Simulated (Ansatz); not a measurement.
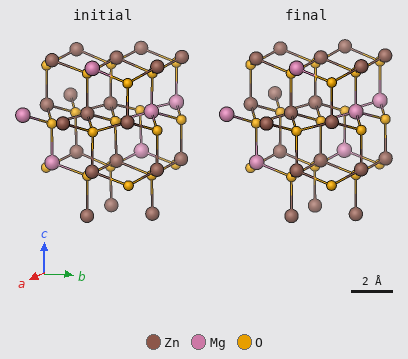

The structure of crystalline Zn38Mg10O48 (a generated structure) before (left) and after (right) a relaxation, at one scale.

A ball-and-stick model of the atoms within 5.0 Å of the atom that moves most (axes of the cell of the calculation), seen slightly off an axis.

Method: DFT, PBEsol, PAW, plane waves in Ansatz. Settings: plane-wave cutoff 420 eV; k-point mesh 1 × 1 × 1; mesh shifted by (0.25, 0.25, 0.25); no spin polarisation; cell relaxed at fixed alpha, beta, gamma; force threshold 0.03 eV/Å; at most 80 steps.

Describe what moved and what it gained.

After 3 accepted moves (4 points after the start) the energy has fallen by 8.1 meV per atom. The largest force component goes from 0.86 to 0.002 eV/Å. The pressure goes from 0.26 to 0.01 GPa. At 1 point the geometry stayed and the basis and grid were re-selected for the new cell (energy shift of less than 0.05 meV per atom at most each time). The atom that moves furthest relative to the cell is an O atom (0.091 Å roughly along [−2 3 −1]). Largest moves by element: O 0.091 Å, Zn 0.061 Å, Mg 0.058 Å. The drawn cell changes at constant volume: a 9.733 → 9.715 Å (−0.2 %), b 11.239 → 11.225 Å (−0.1 %), c 10.353 → 10.386 Å (+0.3 %). Among the contacts that change: O–Zn 1.873 → 1.967 Å, O–Zn 1.899 → 1.968 Å, Mg–O 2.034 → 1.976 Å, Mg–O 1.924 → 1.977 Å. Bond angles that change, for instance: Mg–O–Mg 103.8° → 110.1°, O–Zn–O 104.4° → 108.7°, Zn–O–Zn 114.5° → 110.8°. The space group stays P1 (No. 1). Cost: 9.3 s on 1 × NVIDIA H100 80GB HBM3 with 11 threads of AMD EPYC 7R13 Processor, peak memory 1.5 GiB.
